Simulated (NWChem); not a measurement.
# SiH3O− (SMILES [O-][SiH3]) at 6 levels

Aim: a comparison of 6 runs (HF/STO-3G, HF/3-21G, HF/def2-SVP, r2SCAN/STO-3G, B3LYP/6-31G*, PBE0/aug-cc-pVDZ) of SiH3O−. 

The calculation is run with NWChem 7.3.0.

**1. Starting point**

SiH3O−: 5 atoms, total charge -1, spin state singlet. SMILES: `[O-][SiH3]`. The shape is that of a GFN2-xTB optimisation.

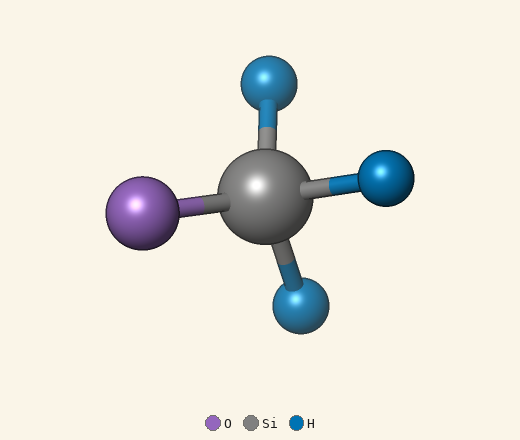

Viewed from a chosen angle; oxygen purple, silicon grey, hydrogen blue.

**2. Energy and gradient at HF/STO-3G (run 1)**

run.py

```python
from ase import Atoms
from ase.calculators.nwchem import NWChem

system = Atoms('OSiHHH', positions=[
    [-1.444170, 0.271390, 0.700100],
    [-0.082700, 0.015600, 0.039800],
    [-0.104440, -0.247420, -1.452600],
    [0.697830, -1.174610, 0.561420],
    [0.933480, 1.135040, 0.151280],
])

calc = NWChem(
    label='h3osi',
    theory='scf',
    memory='2200 mb',
    basis='STO-3G',
    basispar='spherical bse',
    charge=-1,
    scf={'nopen': '0', 'rhf': None, 'thresh': '1e-08', 'maxiter': '80'},
)
system.calc = calc

forces = system.get_forces()
e = system.get_potential_energy()
print(f"E = {e:.6f} eV")
print("forces (eV/A):")
for s, f in zip(system.symbols, forces):
    print(f"{s:2s} {f[0]:10.5f} {f[1]:10.5f} {f[2]:10.5f}")
print("dipole (e A):", system.get_dipole_moment().round(4))
```

The run is started by

```
$ export ASE_NWCHEM_COMMAND="nwchem PREFIX.nwi > PREFIX.nwo"
$ python run.py
```

What it wrote:

```text
E = -9821.430855 eV
forces (eV/A):
O    -2.79751    0.52666    1.35559
Si    3.17346   -0.59572   -1.52688
H     0.47524    0.17149    1.23223
H    -0.30961    1.07585   -0.73024
H    -0.54163   -1.17834   -0.33064
dipole (e A): [ 0.664  -0.1247 -0.3224]
```

The calculator wrote h3osi.nwi:

```
title "h3osi"

permanent_dir h3osi

scratch_dir h3osi

start h3osi

geometry units angstrom nocenter noautosym noautoz
  O  -1.4441700000000000e+00 2.7139000000000002e-01 7.0009999999999994e-01
  Si -8.2699999999999996e-02 1.5599999999999999e-02 3.9800000000000002e-02
  H  -1.0444000000000001e-01 -2.4742000000000000e-01 -1.4525999999999999e+00
  H  6.9782999999999995e-01 -1.1746099999999999e+00 5.6142000000000003e-01
  H  9.3347999999999998e-01 1.1350400000000000e+00 1.5128000000000000e-01
end

charge -1

memory 2200 mb

basis spherical bse noprint
   * library STO-3G
end

scf
  nopen 0
  rhf
  thresh 1e-08
  maxiter 80
end

task scf gradient
```

h3osi.nwo:

```text
Northwest Computational Chemistry Package (NWChem) 7.3.0
             --------------------------------------------------------

           Job information
           ---------------

    nwchem branch   = 7.3.0
    use scalapack   = T
    input           = h3osi.nwi
    prefix          = h3osi.
    data base       = h3osi/h3osi.db
    status          = startup
    nproc           =        1

           Memory information
           ------------------

    heap     =     72089598 doubles =      550.0 Mbytes
    stack    =     72089595 doubles =      550.0 Mbytes
    global   =    144179200 doubles =     1100.0 Mbytes (distinct from heap & stack)
    total    =    288358393 doubles =     2200.0 Mbytes
    verify   = yes
    hardfail = no

[... 129 lines left out ...]
 Convergence threshold     :          1.000E-08
[... 13 lines left out ...]
       Final RHF  results
[... 3 lines left out ...]
      One-electron energy =   -629.216228067704
[... 1 line left out ...]
 Nuclear repulsion energy =     58.863473474772
[... 25 lines left out ...]
                       ROHF Final Molecular Orbital Analysis
[... 156 lines left out ...]
    atom               coordinates                        gradient
                 x          y          z           x          y          z
   1 O      -2.729086   0.512853   1.322997    0.054403  -0.010242  -0.026362
   2 Si     -0.156280   0.029480   0.075211   -0.061714   0.011585   0.029693
   3 H      -0.197363  -0.467556  -2.745016   -0.009242  -0.003335  -0.023963
   4 H       1.318707  -2.219691   1.060930    0.006021  -0.020922   0.014201
   5 H       1.764021   2.144915   0.285878    0.010533   0.022915   0.006430

                 ----------------------------------------
                 |  Time  |  1-e(secs)   |  2-e(secs)   |
                 ----------------------------------------
                 |  CPU   |       0.00   |       0.08   |
                 ----------------------------------------
                 |  WALL  |       0.00   |       0.08   |
                 ----------------------------------------

 Task  times  cpu:        0.3s     wall:        0.3s
 Total times  cpu:        0.4s     wall:        0.4s
```

Wall time 1.5 s (1 thread of Intel Xeon 6975P-C (Granite Rapids), shared host); peak memory 0.096 GiB.

**3. Energy and gradient at HF/3-21G (run 2)**

run.xyz

```xyz
5

O     -1.444170     0.271390     0.700100
Si    -0.082700     0.015600     0.039800
H     -0.104440    -0.247420    -1.452600
H      0.697830    -1.174610     0.561420
H      0.933480     1.135040     0.151280
```

run.nw

```
start run
memory stack 880 mb heap 220 mb global 1100 mb
charge -1
geometry units angstroms noautosym nocenter noautoz
  load format xyz run.xyz
end
basis spherical bse
  O library 3-21G
  Si library 3-21G
  H library 3-21G
end
scf
  thresh 1e-08
  maxiter 80
end
task scf gradient
```

The run is started by

```
$ nwchem run.nw > run.out
```

What it wrote:

```text
[...]
  functions       =    28
[...]
  wavefunction    = RHF
[...]
         Total SCF energy =   -363.551320677650
      One-electron energy =   -627.960531131747
      Two-electron energy =    205.545736979324
 Nuclear repulsion energy =     58.863473474772
        Time for solution =      0.3s
[...]
                         RHF ENERGY GRADIENTS
    atom               coordinates                        gradient
                 x          y          z           x          y          z
   1 O      -2.729086   0.512853   1.322997    0.069329  -0.013052  -0.033596
   2 Si     -0.156280   0.029480   0.075211   -0.045861   0.008615   0.022068
   3 H      -0.197363  -0.467556  -2.745016   -0.005652   0.002015   0.008187
   4 H       1.318707  -2.219691   1.060930   -0.008509   0.005338   0.000935
   5 H       1.764021   2.144915   0.285878   -0.009307  -0.002915   0.002406
[...]
```

It took 1.1 s on 1 thread of Intel Xeon 6975P-C (Granite Rapids), shared host; peak memory 0.096 GiB.

Runs 3 to 5 aren't shown in full; the table further down has their settings and results.

**4. Energy and forces at PBE0/aug-cc-pVDZ (run 6)**

struct.xyz

```xyz
5

O     -1.444170     0.271390     0.700100
Si    -0.082700     0.015600     0.039800
H     -0.104440    -0.247420    -1.452600
H      0.697830    -1.174610     0.561420
H      0.933480     1.135040     0.151280
```

run.py

```python
from ase.io import read
from ase.calculators.nwchem import NWChem

system = read('struct.xyz')

calc = NWChem(
    label='struct',
    theory='dft',
    memory='2200 mb',
    basis='aug-cc-pVDZ',
    basispar='spherical bse',
    charge=-1,
    dft={'xc': 'pbe0', 'mult': '1', 'grid': 'xfine', 'convergence': 'energy 1e-08', 'iterations': '100', 'mulliken': None},
)
system.calc = calc

forces = system.get_forces()
e = system.get_potential_energy()
print(f"E = {e:.6f} eV")
print("forces (eV/A):")
for s, f in zip(system.symbols, forces):
    print(f"{s:2s} {f[0]:10.5f} {f[1]:10.5f} {f[2]:10.5f}")
print("dipole (e A):", system.get_dipole_moment().round(4))
```

The run is started by

```
$ export ASE_NWCHEM_COMMAND="nwchem PREFIX.nwi > PREFIX.nwo"
$ python run.py
```

What it wrote:

```text
E = -9969.107519 eV
forces (eV/A):
O    -3.11556    0.58631    1.50996
Si    2.31811   -0.43493   -1.11622
H     0.09225   -0.09338   -0.47637
H     0.32000   -0.35754    0.09986
H     0.38520    0.29953   -0.01728
dipole (e A): [ 0.7732 -0.1453 -0.3753]
```

The calculator wrote struct.nwi:

```
title "struct"

permanent_dir struct

scratch_dir struct

start struct

geometry units angstrom nocenter noautosym noautoz
  O  -1.4441700000000000e+00 2.7139000000000002e-01 7.0009999999999994e-01
  Si -8.2699999999999996e-02 1.5599999999999999e-02 3.9800000000000002e-02
  H  -1.0444000000000001e-01 -2.4742000000000000e-01 -1.4525999999999999e+00
  H  6.9782999999999995e-01 -1.1746099999999999e+00 5.6142000000000003e-01
  H  9.3347999999999998e-01 1.1350400000000000e+00 1.5128000000000000e-01
end

charge -1

memory 2200 mb

basis spherical bse noprint
   * library aug-cc-pVDZ
end

dft
  xc pbe0
  mult 1
  grid xfine
  convergence energy 1e-08
  iterations 100
  mulliken
end

task dft gradient
```

struct.nwo:

```text
Northwest Computational Chemistry Package (NWChem) 7.3.0
             --------------------------------------------------------

           Job information
           ---------------

    nwchem branch   = 7.3.0
    use scalapack   = T
    input           = struct.nwi
    prefix          = struct.
    data base       = struct/struct.db
    status          = startup
    nproc           =        1

           Memory information
           ------------------

    heap     =     72089596 doubles =      550.0 Mbytes
    stack    =     72089601 doubles =      550.0 Mbytes
    global   =    144179200 doubles =     1100.0 Mbytes (distinct from heap & stack)
    total    =    288358397 doubles =     2200.0 Mbytes
    verify   = yes
    hardfail = no

[... 98 lines left out ...]
  convergence criterion.
[... 39 lines left out ...]
          Spatial weights used:  Erf1
[... 77 lines left out ...]
         Total DFT energy =     -366.357947011459
[... 3 lines left out ...]
 Nuclear repulsion energy =       58.863473474772
[... 612 lines left out ...]
          Convergence on gradient requested:  5.00D-04
[... 26 lines left out ...]
          total energy or number of iterations.
[... 28 lines left out ...]
    atom               coordinates                        gradient
                 x          y          z           x          y          z
   1 O      -2.729086   0.512853   1.322997    0.060588  -0.011402  -0.029364
   2 Si     -0.156280   0.029480   0.075211   -0.045080   0.008458   0.021707
   3 H      -0.197363  -0.467556  -2.745016   -0.001794   0.001816   0.009264
   4 H       1.318707  -2.219691   1.060930   -0.006223   0.006953  -0.001942
   5 H       1.764021   2.144915   0.285878   -0.007491  -0.005825   0.000336

                 ----------------------------------------
                 |  Time  |  1-e(secs)   |  2-e(secs)   |
                 ----------------------------------------
                 |  CPU   |       0.00   |       5.31   |
                 ----------------------------------------
                 |  WALL  |       0.00   |       5.31   |
                 ----------------------------------------

 Task  times  cpu:       23.4s     wall:       23.4s
 Total times  cpu:       23.5s     wall:       23.5s
```

It took 25 s on 1 thread of Intel Xeon 6975P-C (Granite Rapids), shared host; peak memory 0.13 GiB.

**5. Overview of the runs**

```csv
run,level,iteration cap,module,energy (Eh),HOMO energy (eV),LUMO energy (eV),HOMO–LUMO gap (eV),wall time
1,HF/STO-3G,80,scf,-360.930930,2.51,22.02,19.51,1.5 s
2,HF/3-21G,80,scf,-363.551321,-3.50,11.42,14.92,1.1 s
3,HF/def2-SVP,80,scf,-365.395775,-4.30,10.93,15.23,2.7 s
4,r2SCAN/STO-3G,100,dft,-361.852723,7.82,16.09,8.27,4.2 s
5,B3LYP/6-31G* (spherical functions),100,dft,-366.546412,-0.07,6.95,7.02,7.5 s
6,PBE0/aug-cc-pVDZ,100,dft,-366.357947,-1.22,3.50,4.71,25 s
```

**6. Results**

| quantity | value |
| --- | --- |
| run 6: total energy | -366.35795 Eh |
| run 6: HOMO energy | -1.22 eV |
| run 6: LUMO energy | 3.50 eV |
| run 6: HOMO–LUMO gap (to an unbound level, set by the basis) | 4.71 eV |
| run 6: largest force on an atom | 3.511 eV/Å |

What this shows: The HOMO–LUMO gap runs from 4.71 eV (PBE0/aug-cc-pVDZ) to 19.51 eV (HF/STO-3G). The two ends differ in method and basis. The empty levels of an anion lie above zero and hang on the basis. Totals of different functionals can't be ranked against each other. In runs 1, 4 the HOMO lies above zero, so the outermost electron may be held by the basis alone. In runs 1, 4 the basis is minimal, so the values are rough. All runs together took 42 s, the longest 25 s.
